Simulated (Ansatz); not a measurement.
# One shape, several levels: Al2NHF4 ([(F)2Al]2NH)

Aim: a comparison of 6 runs (HF/3-21G, HF/def2-SVP, B3LYP/6-31G*, BLYP/6-31G*, B2PLYP/6-311+G**, MP2/6-31G**) of Al2NHF4 ([(F)2Al]2NH). 

The results are computed with Ansatz 0.2.0.

5 further runs of the same task are left out: 2 that didn't finish, 3 set aside as unsound or not needed.

## (1) Starting point

Al2NHF4 has 8 atoms, charge 0, and is taken as a singlet. The shape comes from GFN2-xTB, which is rough for such elements, and wasn't checked as a minimum.

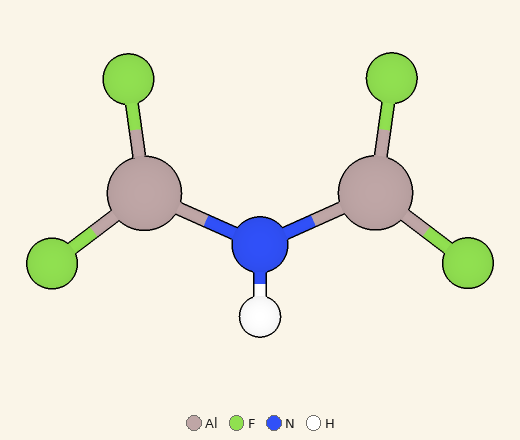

Viewed from a chosen angle; aluminium light grey, fluorine green, nitrogen blue, hydrogen white.

## (2) Energy and forces at HF/3-21G (run 1)

job.yaml reads:

```yaml
crystal:
  periodic: [false, false, false]
  atoms:
    - {symbol: Al, position_ang: [0.408920, -0.707200, -1.423220]}
    - {symbol: F, position_ang: [-0.124120, -0.690760, -2.974650]}
    - {symbol: F, position_ang: [1.721630, -1.606660, -1.040540]}
    - {symbol: "N", position_ang: [-0.471350, 0.264010, -0.203680]}
    - {symbol: Al, position_ang: [-0.160350, 0.565330, 1.533390]}
    - {symbol: F, position_ang: [1.157420, -0.032370, 2.299010]}
    - {symbol: F, position_ang: [-1.238120, 1.470500, 2.376690]}
    - {symbol: H, position_ang: [-1.294030, 0.737150, -0.567010]}
basis:
  gaussian:
    orbitals: 3-21G.json
hamiltonian:
  xc: hf
accuracy: high
output: {forces: true, orbitals: {seedname: orbitals}}
```

The basis set 3-21G is read from a file made from the Basis Set Exchange's data (not shown).

Started as:

```sh
$ ansatz run job.yaml --threads 1 --pin off --max-ram 3480MiB --events-out events.jsonl --progress --plain --runs-dir runs
```

Log:

```text
Warning: RAYON_NUM_THREADS=1 ignored (pool sized by the plan → 1); use --threads N
Functional definition: HF
  name "HF"
  exchange = exact_x
  correlation = 0
1604 factors; integrals over basis functions are off by at most 3.5e-8 eV
mean field evaluation 1: about -25354.1232 eV, gradient 5.6e1 eV
mean field evaluation 2: about -25354.3307 eV, gradient 5.7e1 eV
mean field evaluation 4: about -25359.3701 eV, gradient 1.5e0 eV
mean field evaluation 8: about -25359.4307 eV, gradient 1.0e-1 eV
mean field evaluation 16: about -25359.4308 eV, gradient 1.1e-8 eV
mean field -25359.43081726 eV, -931.9418932947 hartree, gradient 1.1e-8 eV, S^2 0.000000; 0 other end points of the search recorded, 0 dependent functions left out
the calculation of the forces begins
reference -25359.43081726 eV, -931.9418932947 hartree; 35, 35 occupied and 38, 38 virtual orbitals, 1604 factors
Total energy: -25359.43081726 eV, -931.9418932947 hartree
Atom 0 at     0.408920    -0.707200    -1.423220 Å, force    -0.697320     0.707553     0.692680 eV/Å
Atom 1 at    -0.124120    -0.690760    -2.974650 Å, force     0.144672    -0.132973    -0.066844 eV/Å
Atom 2 at     1.721630    -1.606660    -1.040540 Å, force     0.015170    -0.038912    -0.093091 eV/Å
Atom 3 at    -0.471350     0.264010    -0.203680 Å, force     0.648515    -0.337967     0.257826 eV/Å
Atom 4 at    -0.160350     0.565330     1.533390 Å, force    -0.369970    -0.127313    -1.147237 eV/Å
Atom 5 at     1.157420    -0.032370     2.299010 Å, force    -0.034029     0.052264     0.088826 eV/Å
Atom 6 at    -1.238120     1.470500     2.376690 Å, force     0.121428    -0.013623     0.180419 eV/Å
Atom 7 at    -1.294030     0.737150    -0.567010 Å, force     0.171535    -0.109030     0.087423 eV/Å
Dipole moment:    -0.321697     0.186326    -0.139543 e Å
```

It took 5.1 s on 1 thread of Intel Xeon at 2.70GHz, shared host.

## (3) Energy and forces at HF/def2-SVP (run 2)

molecule.yaml reads:

```yaml
crystal:
  periodic: [false, false, false]
  atoms:
    - {symbol: Al, position_ang: [0.408920, -0.707200, -1.423220]}
    - {symbol: F, position_ang: [-0.124120, -0.690760, -2.974650]}
    - {symbol: F, position_ang: [1.721630, -1.606660, -1.040540]}
    - {symbol: "N", position_ang: [-0.471350, 0.264010, -0.203680]}
    - {symbol: Al, position_ang: [-0.160350, 0.565330, 1.533390]}
    - {symbol: F, position_ang: [1.157420, -0.032370, 2.299010]}
    - {symbol: F, position_ang: [-1.238120, 1.470500, 2.376690]}
    - {symbol: H, position_ang: [-1.294030, 0.737150, -0.567010]}
basis:
  gaussian: {orbitals: def2-SVP}
output: {forces: true, orbitals: {seedname: orbitals}}
hamiltonian: {xc: hf}
accuracy: high
```

Started as:

```sh
$ ansatz run molecule.yaml --threads 1 --pin off --max-ram 3480MiB --events-out events.jsonl --progress --plain --runs-dir runs
```

Log (excerpt; [...] marks lines left out):

```text
Warning: RAYON_NUM_THREADS=1 ignored (pool sized by the plan → 1); use --threads N
[... 2 set-up lines as earlier in the session ...]
[...]
2311 factors; integrals over basis functions are off by at most 1.9e-8 eV
[...]
mean field -25483.42933320 eV, -936.4987547064 hartree, gradient 2.3e-8 eV, S^2 0.000000; 0 other end points of the search recorded, 0 dependent functions left out
[...]
reference -25483.42933320 eV, -936.4987547064 hartree; 35, 35 occupied and 76, 76 virtual orbitals, 2311 factors
Total energy: -25483.42933320 eV, -936.4987547064 hartree
Atom 0 at     0.408920    -0.707200    -1.423220 Å, force    -0.511167     0.491157     0.372592 eV/Å
Atom 1 at    -0.124120    -0.690760    -2.974650 Å, force     0.063310    -0.062829    -0.013926 eV/Å
Atom 2 at     1.721630    -1.606660    -1.040540 Å, force    -0.008906     0.006835     0.001244 eV/Å
Atom 3 at    -0.471350     0.264010    -0.203680 Å, force     0.414144    -0.217921     0.162216 eV/Å
Atom 4 at    -0.160350     0.565330     1.533390 Å, force    -0.325283    -0.029632    -0.730106 eV/Å
Atom 5 at     1.157420    -0.032370     2.299010 Å, force    -0.021437     0.011279    -0.010474 eV/Å
Atom 6 at    -1.238120     1.470500     2.376690 Å, force     0.071574    -0.010660     0.070171 eV/Å
Atom 7 at    -1.294030     0.737150    -0.567010 Å, force     0.317765    -0.188229     0.148282 eV/Å
Dipole moment:    -0.294535     0.169724    -0.127317 e Å
```

Run time: 9 s. Hardware: 1 thread of Intel Xeon at 2.70GHz, shared host.

Runs 3 to 5 aren't shown in full; the table further down has their settings and results.

## (4) Energy and gradient at MP2/6-31G(d,p) (spherical functions) (run 6)

job.yaml, as its differences from that of step 2:

```diff
@@ -12,7 +12,6 @@
 basis:
-  gaussian:
-    orbitals: 3-21G.json
-hamiltonian:
-  xc: hf
+  gaussian: {orbitals: 6-31G_st__st_-spherical.json}
+magnetization: {spin_polarized: false}
+output: {forces: true, orbitals: {seedname: orbitals}}
 accuracy: high
-output: {forces: true, orbitals: {seedname: orbitals}}
+correlation: {method: mp2, frozen_orbitals: {Al: 5, F: 1, H: 0, "N": 1}}
```

The basis set 6-31G** is read from a file made from the Basis Set Exchange's data (not shown).

Started as:

```sh
$ ansatz run job.yaml --threads 1 --pin off --max-ram 3480MiB --events-out events.jsonl --progress --plain --runs-dir runs
```

Log (excerpt; [...] marks lines left out):

```text
Warning: RAYON_NUM_THREADS=1 ignored (pool sized by the plan → 1); use --threads N
[... 2 set-up lines as earlier in the session ...]
[...]
2368 factors; integrals over basis functions are off by at most 8.0e-9 eV
[...]
mean field -25496.75043838 eV, -936.9882962923 hartree, gradient 1.3e-8 eV, S^2 0.000000; 0 other end points of the search recorded, 0 dependent functions left out
15 core orbitals not correlated: weight in the atoms' cores, before any rotation towards them, 1.000 or more for the frozen orbitals, at most 0.000 for the correlated occupied ones
reference -25496.75043838 eV, -936.9882962923 hartree; 20, 20 occupied and 76, 76 virtual orbitals, 2368 factors
second order -26.11890575 eV of doubles, -0.00000000 eV of singles
[...]
Total energy: -25522.86934413 eV, -937.9481483745 hartree
Atom 0 at     0.408920    -0.707200    -1.423220 Å, force    -0.414711     0.435884     0.422439 eV/Å
Atom 1 at    -0.124120    -0.690760    -2.974650 Å, force    -0.142213    -0.036368    -0.532866 eV/Å
Atom 2 at     1.721630    -1.606660    -1.040540 Å, force     0.431956    -0.287818     0.153335 eV/Å
Atom 3 at    -0.471350     0.264010    -0.203680 Å, force     0.211173    -0.111732     0.078756 eV/Å
Atom 4 at    -0.160350     0.565330     1.533390 Å, force    -0.220657    -0.082485    -0.693251 eV/Å
Atom 5 at     1.157420    -0.032370     2.299010 Å, force     0.428597    -0.202020     0.226747 eV/Å
Atom 6 at    -1.238120     1.470500     2.376690 Å, force    -0.313560     0.299772     0.329350 eV/Å
Atom 7 at    -1.294030     0.737150    -0.567010 Å, force     0.019414    -0.015232     0.015490 eV/Å
Dipole moment:    -0.269917     0.155526    -0.116711 e Å
```

It took 26 s on 1 thread of Intel Xeon at 2.70GHz, shared host.

## (5) All runs side by side

```csv
run,level,frozen core orbitals,energy (Eh),dipole moment (D),HOMO energy (eV),LUMO energy (eV),wall time
1,HF/3-21G,–,-931.941893,1.91,-11.92,2.06,5.1 s
2,HF/def2-SVP,–,-936.498755,1.74,-12.16,1.51,9 s
3,B3LYP/6-31G* (spherical functions),–,-939.947401,1.60,-8.20,-1.60,17 s
4,BLYP/6-31G* (spherical functions),–,-939.860454,1.55,-6.84,-2.09,13 s
5,B2PLYP/6-311+G**,15,-939.589286,1.65,-10.22,-1.00,96 s
6,MP2/6-31G** (spherical functions),15,-937.948148,1.60,-12.01,1.65,26 s
```

## (6) Summary of results

```
                                           quantity          value
                                run 6: total energy  -937.94815 Eh
          run 6: dipole moment (correlated density)         1.60 D
         run 6: HOMO energy (Hartree–Fock orbitals)      -12.01 eV
         run 6: LUMO energy (Hartree–Fock orbitals)        1.65 eV
       run 6: HOMO–LUMO gap (Hartree–Fock orbitals)       13.66 eV
run 6: correlation energy (15 core orbitals frozen)     -959.9 mEh
                    run 6: largest force on an atom     0.735 eV/Å
```

What this shows: The dipole moment (its size) runs from 1.55 D (BLYP/6-31G*) to 1.91 D (HF/3-21G). The two ends differ in method and basis. Over runs 1, 2, 3, 4, 5 the HOMO–LUMO gap runs from 4.75 eV (BLYP/6-31G*) to 13.98 eV (HF/3-21G). Totals of different functionals can't be ranked against each other. All runs together took 2.8 min, the longest 96 s.
